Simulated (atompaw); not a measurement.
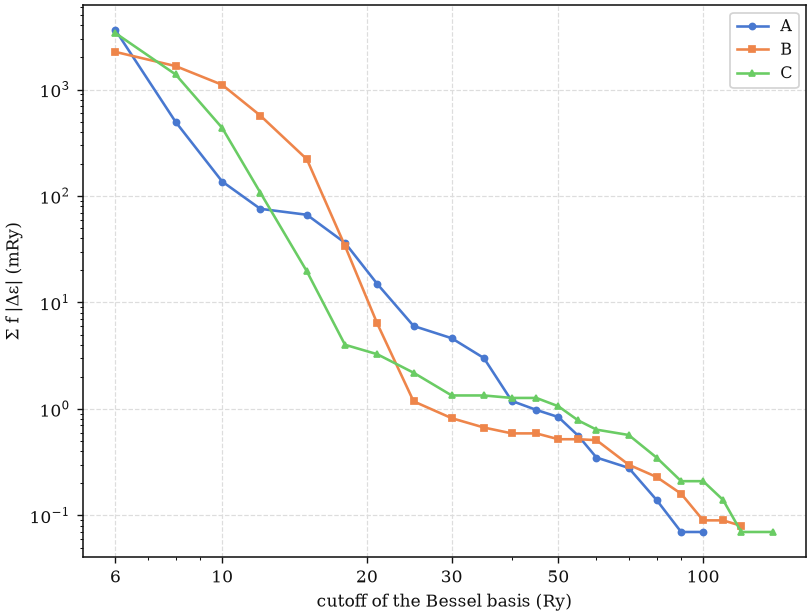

The occupation-weighted error of the valence levels in a spherical-Bessel basis for 3 variants of one potential.

Base settings:

Atompaw 4.2.0.5 input:

```
Ru 44
GGA-PBESOL scalarrelativistic loggrid 1500 logderivrange -2 5 176
5 5 4 0 0 0
5 0 0
5 1 1
4 2 7
0 0 0
c
c
c
c
v
c
c
c
v
c
v
2
2.50 1.95 2.25 1.90
y
0.05
n
y
2.85
n
y
-0.05
n
custom polynom2 7 10 vanderbiltortho sinc
3 0 ultrasoft
2.50
2.50
1.60
1.60
2.05
2.50
```

The variants differ in the scale factor on all radii: 0.99, 1.08, 1.14. Which curve belongs to which value?

A: 1.14; B: 0.99; C: 1.08.

What did the other tests of these runs give?

A: loose cutoff 25 Ry; bound ghosts p. B: loose cutoff 21 Ry; bound ghosts p, s. C: loose cutoff 18 Ry; bound ghosts p. The loose cutoff is the first of the cutoffs, on a coarse ladder, from which the occupation-weighted sum of valence levels, in a spherical-Bessel basis at the reference potential, stays within 10 and 1 mRy of its value at 400 Ry.
